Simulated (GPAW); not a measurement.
# A GW chain in GPAW: SnO2 (Cassiterite), part 2 of 2

Aim: the G0W0 gap of SnO2 (Cassiterite) on PBE, step by step.

GPAW 26.7.0; PBE and many-body steps on it, plane waves. Known limits of the many-body steps: not at the basis limit; no spin-orbit coupling.

So far. Step 3 (Bands along the symmetry lines): The gap is 1.311 eV, as in the run before at this level. Step 4 (Empty states on the mesh, 4×4×6 mesh, 469 bands): On this mesh the gap is 1.311 eV.

## 5. Screening and self-energy, 4×4×6 mesh, 213 bands, screening to 120 eV

Now the one-shot GW correction: screening in the RPA, then the self-energy of the levels asked for.

This step: G0W0 on PBE, plane waves, PAW.

run.py

```python
import json
import numpy as np
from gpaw.mpi import world
from gpaw.response.g0w0 import G0W0

gw = G0W0('full.gpw',
    filename='gw',
    kpts=[0],
    bands=(24, 28),
    ecut=120,
    nbands=213,
    integrate_gamma='WS',
    ppa=True)
gw.calculate()
res = {mode: {k: v for k, v in r.items() if k != 'sigma_eskwn'}
       for mode, r in gw.all_results.items()}

if world.rank == 0:
    with open('result.json', 'w') as f:
        json.dump(res, f, default=lambda x: x.tolist())
```

Command:

```sh
> mpirun -n 8 gpaw python run.py
```

Numbers of over 12 decimals in the logs are rounded to 6 here.

The log of the run:

```text
Using integrator: PointIntegrator
FrequencyGridDescriptor(from 0.000+0.000j to 0.000+27.211j eV, 2 points)
Nonperiodic BCs:  [False False False]
Using integrator: PointIntegrator
FrequencyGridDescriptor(from 0.000+0.000j to 0.000+27.211j eV, 2 points)
Nonperiodic BCs:  [False False False]
  ___  _ _ _
 |   || | | |
 | | || | | |
 |__ ||_____|
 |___|

BZ k-points: Symmetries present (total): 8

  [... matrices ...]
96 k-points: 4 x 4 x 6 Monkhorst-Pack grid + [1/8,1/8,1/12]
28 k-points in the irreducible part of the Brillouin zone
       k-points in crystal coordinates                weights
   0:     0.00000000    0.00000000    0.00000000          1/96
   1:     0.00000000    0.00000000    0.16666667          2/96
   2:     0.00000000    0.00000000    0.33333333          2/96
   3:     0.00000000    0.00000000    0.50000000          1/96
   4:     0.25000000   -0.25000000    0.00000000          2/96
   5:     0.25000000   -0.25000000    0.16666667          4/96
   6:     0.25000000   -0.25000000    0.33333333          4/96
   7:     0.25000000   -0.25000000    0.50000000          2/96
   8:     0.25000000    0.00000000    0.00000000          4/96
   9:     0.25000000    0.00000000    0.16666667          8/96
          ...
  27:     0.50000000    0.50000000    0.50000000          1/96

Distributing spins, k-points and bands (1 x 1 x 4) over 8 processes
Number of blocks: 1

Quasi particle states:
k-points (IBZ indices): [0]
Band range: (24, 28)
  [... matrices ...]
Computational parameters:
Plane wave cut-off: 120 eV
Number of bands: 213
Coulomb cutoff: None
Broadening: 0.1 eV

fxc modes: GW
Kernel: RPA
Using Godby-Needs plasmon-pole approximation:
  Fitting energy: i*E0, E0 = 1.000 Hartree
Summing all q:

Calculating screened Coulomb potential
No Coulomb truncation
FrequencyGridDescriptor(from 0.000+0.000j to 0.000+27.211j eV, 2 points)
Removing empty qpoint cache files...

Calculating chi0 body with:
    Ground state adapter containing:
    Number of spins: 1
    Number of kpoints: 96
    Number of irreducible kpoints: 28
    Number of completely occupied states: 26
    Number of partially occupied states: 26
    Occupied states memory: 5.784302 M / cpu

    Linear response parametrization:
    q_c: [0.0, 0.0, 1.3877787807814457e-17]
    Number of frequency points: 2
    Planewave cutoff: 120.0
    Number of bands: 213
    Number of planewaves: 205
    Broadening (eta): 1e-06
    comm.size: 8
    kncomm.size: 8
    blockcomm.size: 1

    Memory estimate of potentially large arrays:
        chi0_wGG: 1.282501 M / cpu
Integrating chi0 body.

Symmetries of q_c:
    Direct symmetries (Uq -> q): 8
    Indirect symmetries (TUq -> q): 0
In total 8 allowed symmetries.

  [... matrices ...]
28 groups of equivalent kpoints. 70.833333% reduction.

Integral kind: response function
Integrating chi0 head and wings.

Symmetries of q_c:
    Direct symmetries (Uq -> q): 8
    Indirect symmetries (TUq -> q): 0
In total 8 allowed symmetries.

  [... matrices ...]
28 groups of equivalent kpoints. 70.833333% reduction.

Integral kind: response function wings

Calculating chi0 body with:
    Ground state adapter containing:
    Number of spins: 1
    Number of kpoints: 96
    Number of irreducible kpoints: 28
    Number of completely occupied states: 26
    Number of partially occupied states: 26
    Occupied states memory: 5.784302 M / cpu

[... the further q-points ...]

Results:
f:      Occupation numbers
eps:     KS-eigenvalues [eV]
vxc:     KS vxc [eV]
exx:     Exact exchange [eV]
sigma:   Self-energies [eV]
dsigma:  Self-energy derivatives
Z:       Renormalization factors
qp:      QP-energies [eV]

k-point 0 (0): (0.000, 0.000, 0.000)                GW
band       f     eps     vxc     exx   sigma  dsigma       Z      qp
                                                                   GW
  24   1.000   5.303 -20.766 -26.379   4.718  -0.283   0.780   4.604
  25   1.000   6.074 -21.162 -27.153   5.043  -0.285   0.778   5.337
  26   0.000   7.386 -18.524 -14.483  -2.817  -0.192   0.839   8.413
  27   0.000  12.259 -17.797 -12.104  -3.988  -0.207   0.828  13.672
```

The job ended after 4.3 min (8 MPI ranks of Arm Neoverse V2, shared host; peak memory 3.4 GiB; 34 min of CPU time).

Numbers from this step:

```
G0W0 gap on the points computed              : 3.076 eV
least direct G0W0 gap on the computed points : 3.076 eV
Z at the valence top                         : 0.7783
Z at the conduction bottom                   : 0.8392
starting gap on the mesh                     : 1.311 eV
k of the valence top                         : 0, 0, 0
k of the conduction bottom                   : 0, 0, 0
```

The gap on the mesh goes from 1.31 eV to 3.08 eV, a correction of +1.76 eV.

Limits: finite bands, cutoff and mesh; no spin-orbit coupling. v1 is the top filled band, c1 the lowest empty one. Levels before and after the correction, in eV, zero at the valence-band top of each column:

```csv
,conduction bottom,valence top
Kohn-Sham,1.31,0.00
G0W0,3.08,0.00
```

```csv
,level,energy (eV)
Kohn-Sham,Γ v2,-0.772
Kohn-Sham,Γ v1,0.000
Kohn-Sham,Γ c1,1.311
Kohn-Sham,Γ c2,6.184
G0W0,Γ v2,-0.732
G0W0,Γ v1,0.000
G0W0,Γ c1,3.076
G0W0,Γ c2,8.335
```

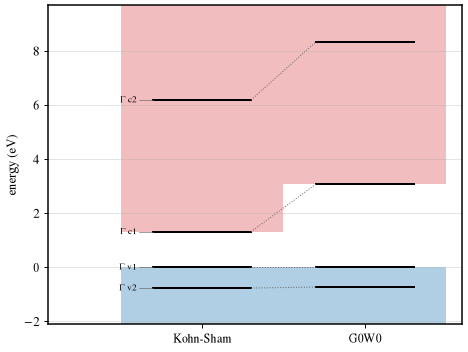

Levels before and after the correction. Shaded: valence and conduction bands.

## 6. Where the time went

Times are wall times on 8 MPI ranks of Arm Neoverse V2, shared host, good to a factor of about two.

```csv
step,time,share,memory (GiB)
ground state,25 s,7 %,1.5
bands along the symmetry lines,21 s,6 %,1.6
empty states on the mesh,60 s,17 %,5.3
screening and self-energy,4.3 min,71 %,3.4
```

## 7. Results

| Property | Result |
| --- | --- |
| PBE gap | 1.31 eV, direct |
| G0W0 gap on the mesh | 3.08 eV |
| GW settings | 4×4×6 mesh, 213 bands, screening to 120 eV, Godby-Needs plasmon pole |
| known limits | not at the basis limit; no spin-orbit coupling |

G0W0 moves the gap on the mesh from 1.31 eV to 3.08 eV (+1.76 eV), with Z of 0.78 and 0.84 at the edges. Only 1 of the mesh's irreducible points was corrected, so a valley elsewhere could overtake. The dearest step here is «screening and self-energy». Against experiment, by G0W0@PBE: the gap of 3.08 eV lies −0.52 eV from the measured 3.6 eV (kind not stated, quoted 2022). The calculation has static nuclei and no excitons; a measured gap holds zero-point and thermal motion, which mostly lowers it. Against the values above the computed gap that would widen the miss. An edge that is forbidden or weak in absorption could explain it, and so could too strong a screening: the start's gap is only 1.31 eV, and one shot does not repair that. Bands and cutoff are finite, so the gap is not at the basis limit. The miss can reach some tenths of an eV and take either sign; the mesh is an error of its own. These stock PAW sets were not made for GW. In the G0W0 run levels were corrected at 1 k point alone, so a gap called «on the mesh» is the least over those, and an edge elsewhere would be missed. The many-body steps are scalar-relativistic: spin-orbit coupling is not in them.

[Paths, hosts, dates, memory and timing lines, banners, echoed tables and standing remarks are left out of the program output.]

[Logs are printed without paths, hosts, clocks, repeated set-up lines and the standing remarks that a program may print on its own settings, such as how far it seeks lower states.]

[Runs of the session that timed out or met a known fault of the program may be left out.]

[Hosts, paths, dates, database ids (printed as entryN), source tags and the programs' standing remarks are cut or masked in the printed files.]
